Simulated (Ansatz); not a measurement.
# Cl2Cu (charge -1): harmonic frequencies at the relaxed geometry in Python

At which frequencies does Cl2Cu (charge -1) vibrate? A script is to give harmonic frequencies at the relaxed geometry; the system is Cl2Cu (charge -1). SMILES: Cl[Cu-]Cl.

Program: Ansatz 0.2.0 through its Python package. Level of theory: CAM-B3LYP/def2-SVP. These are calculated values, not measurements.

## Step 1: Starting point

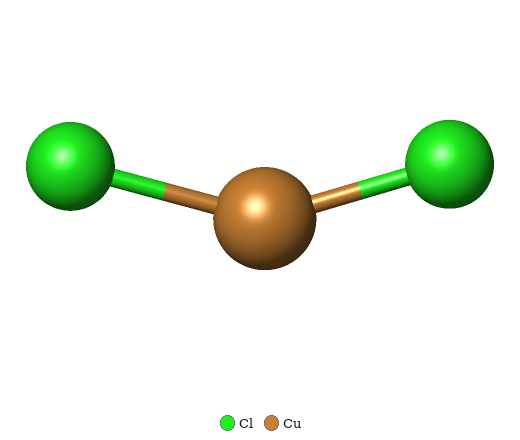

The starting structure, viewed from a chosen angle; chlorine green, copper orange.

No structure file is read: the coordinates are typed or built in the script.

## Step 2: Script

File cl2cu.py:

```python
"""Vibrations and zero-point energy of Cl2Cu(-)."""

import itertools

import ansatz as az
from ase.data import atomic_numbers, covalent_radii
import numpy as np

GEOMETRY = """
Cl   -2.05320   -0.20390   -0.00000
Cu   -0.03490    0.39780   -0.00000
Cl    2.08820   -0.19380    0.00000
"""

geometry = az.Crystal.molecule()
for line in GEOMETRY.strip().splitlines():
    symbol, *xyz = line.split()
    geometry = geometry.atom(symbol, [float(v) for v in xyz])

model = (
    geometry.calculation()
    .basis(gaussian="def2-SVP")
    .functional("CAM-B3LYP")
    .charge(-1)
)
symbols = [site.symbol for site in geometry.cartesian_sites]
start = np.array([site.position_ang for site in geometry.cartesian_sites], dtype=float)
summary = model.relax(force_tolerance=0.003).run(threads=1).report
end = np.array(summary["positions_ang"])

# pairs closer than 1.2 times the sum of covalent radii, before or after
radius = [covalent_radii[atomic_numbers[s]] for s in symbols]
span = lambda where, i, j: np.linalg.norm(where[i] - where[j])
bonded = [(i, j) for i, j in itertools.combinations(range(len(symbols)), 2) if min(span(start, i, j), span(end, i, j)) < 1.2 * (radius[i] + radius[j])]
print("pair        before    after (A)")
for i, j in bonded:
    print(f"{symbols[i]}{i}-{symbols[j]}{j}".ljust(10), f"{span(start, i, j):8.4f} {span(end, i, j):8.4f}")
for first, second in list(itertools.combinations(bonded, 2)):
    shared = set(first) & set(second)
    if shared and symbols[(j := shared.pop())] != "H":
        i, k = sorted((set(first) | set(second)) - {j})
        u, v = end[i] - end[j], end[k] - end[j]
        angle = np.degrees(np.arccos(np.clip(u @ v / np.linalg.norm(u) / np.linalg.norm(v), -1, 1)))
        print(f"final angle {symbols[i]}{i}-{symbols[j]}{j}-{symbols[k]}{k}: {angle:.2f} deg")

# frequencies need a stationary point, so they are taken at the relaxed geometry
minimum = az.Crystal.molecule()
for symbol, place in zip(symbols, end):
    minimum = minimum.atom(symbol, place.tolist())
vibrating = (
    minimum.calculation()
    .basis(gaussian="def2-SVP")
    .functional("CAM-B3LYP")
    .charge(-1)
    .phonons(temperatures=(200, 600, 100))
)
vib = vibrating.run(threads=1).report["vibrations"]
sums = vib["harmonic_sums"]
modes = [m["omega_inv_cm"] for m in sums["modes_at_gamma"] if m["rigid_motion"] == "no"]
for number, w in enumerate(modes, start=1):
    print(f"mode {number:2d} {w:9.1f} 1/cm {w / 8065.544 * 1000:8.2f} meV")
print("imaginary modes:", sum(w < 0 for w in modes), " zero-point energy:", round(sums["zero_point_energy_ev"], 4), "eV")
print("T (K)   F_vib (eV)   S_vib (meV/K)   C_vib (meV/K)")
for row in zip(sums["temperatures_k"], sums["vibrational_free_energy_ev"], vib["entropy_ev_per_k"], vib["heat_capacity_ev_per_k"]):
    print(f"{row[0]:6.1f} {row[1]:11.4f} {1000 * row[2]:13.4f} {1000 * row[3]:15.4f}")
```

## Step 3: What the engine is handed

The package turns the script's settings into the engine's input (first run):

```yaml
crystal:
  periodic: [false, false, false]
  atoms:
    - { symbol: Cl, position_ang: [-2.0532, -0.2039, -0.0] }
    - { symbol: Cu, position_ang: [-0.0349, 0.3978, -0.0] }
    - { symbol: Cl, position_ang: [2.0882, -0.1938, 0.0] }
basis:
  gaussian:
    orbitals: def2-SVP
hamiltonian:
  xc: cam_b3lyp
total_charge: -1.0
relax:
  f_tol: 0.003
```

## Step 4: Running it

The run is started by

```bash
> python cl2cu.py
```

Log:

```text
pair        before    after (A)
Cl0-Cu1      2.1061   2.1448
Cu1-Cl2      2.2040   2.1448
final angle Cl0-Cu1-Cl2: 180.00 deg
mode  1     112.5 1/cm    13.95 meV
mode  2     112.5 1/cm    13.95 meV
mode  3     299.8 1/cm    37.17 meV
mode  4     417.4 1/cm    51.74 meV
imaginary modes: 0  zero-point energy: 0.0584 eV
T (K)   F_vib (eV)   S_vib (meV/K)   C_vib (meV/K)
 200.0      0.0351        0.2662          0.2653
 300.0      0.0024        0.3821          0.3033
 400.0     -0.0404        0.4720          0.3200
 500.0     -0.0914        0.5444          0.3284
 600.0     -0.1489        0.6047          0.3332
```

It took 46 s on 1 thread of Arm Neoverse V1, shared host; peak memory 0.24 GiB.

## Step 5: What changed from run to run

The engine's inputs for the other runs:

Run 2, against run 1:

```diff
@@ -4,3 +4,3 @@
-    - { symbol: Cl, position_ang: [-2.0532, -0.2039, -0.0] }
-    - { symbol: Cu, position_ang: [-0.0349, 0.3978, -0.0] }
-    - { symbol: Cl, position_ang: [2.0882, -0.1938, 0.0] }
+    - { symbol: Cl, position_ang: [-2.1447978416460374, -0.005505704598591187, 3.573649099965276e-13] }
+    - { symbol: Cu, position_ang: [3.132864828366142e-05, 5.103226288162571e-05, -1.0073986121548687e-12] }
+    - { symbol: Cl, position_ang: [2.1448665129977535, 0.0055546723357095635, 6.50033702158341e-13] }
@@ -13,2 +13,5 @@
-relax:
-  f_tol: 0.003
+phonons:
+  temperatures:
+    t_min: 200.0
+    t_max: 600.0
+    t_step: 100.0
```

## Step 6: The runs side by side

From the records of these 2 runs:

```tsv
run	kind of run	energy from run 1 (eV)	SCF cycles in all	CPU time (s)
1	relaxation	0.0000	66	19
2	phonons	0.0000	101	27
```

## Step 7: The relaxation of run 1, step by step

Relaxation path:

```csv
step,energy from step 1 (eV),largest force component (eV/Å)
1,0.0000,0.9675
2,-0.2106,0.5403
3,-0.2991,0.1082
4,-0.3003,0.0054
5,-0.3003,0.0015
```

Step 1 is the start.

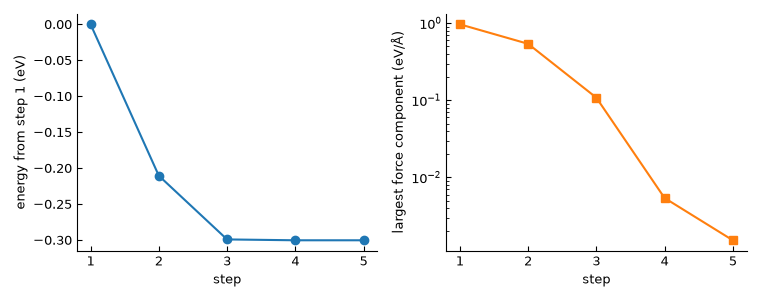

Energy and largest force along the relaxation.

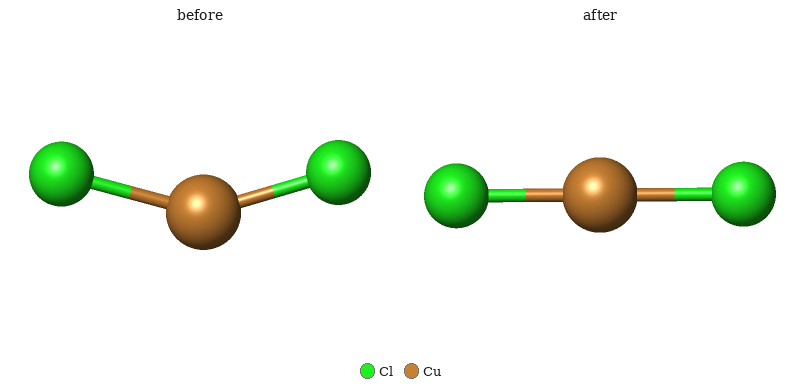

The structure before (left) and after (right) the relaxation, drawn at the same scale.

Before: Bond lengths: Cl1–Cu2 2.106 Å, Cu2–Cl3 2.204 Å. Angles: Cl1–Cu2–Cl3 147.8°.

After: Bond lengths: Cl1–Cu2 2.145 Å, Cu2–Cl3 2.145 Å. Angles: Cl1–Cu2–Cl3 180.0°.

## Step 8: Vibrations

Frequencies (cm⁻¹; negative: imaginary): 113, 113, 300, 417.

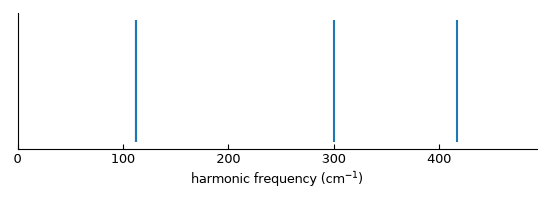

The harmonic frequencies as lines of equal height (no intensities).

## Step 9: Outcome

| quantity | value |
| --- | --- |
| runs compared | 2 |
| moves of the relaxation of run 1 | 4 |
| energy gained in run 1 | 0.300 eV |
| last largest force component of run 1 | 0.0015 eV/Å |
| highest frequency | 417 cm⁻¹ |
| imaginary modes | 0 |
| zero-point energy | 0.058 eV |

**Reading.** Run 1: The relaxation took 4 moves; the largest shift is 0.399 Å, of atom 2 (Cu). All frequencies are real, so the geometry is a minimum. The values are harmonic; measured fundamentals also hold anharmonic shifts, mostly downward for stretches. The frequencies are harmonic and unscaled, in a modest basis. Anions want diffuse functions, which this basis lacks.
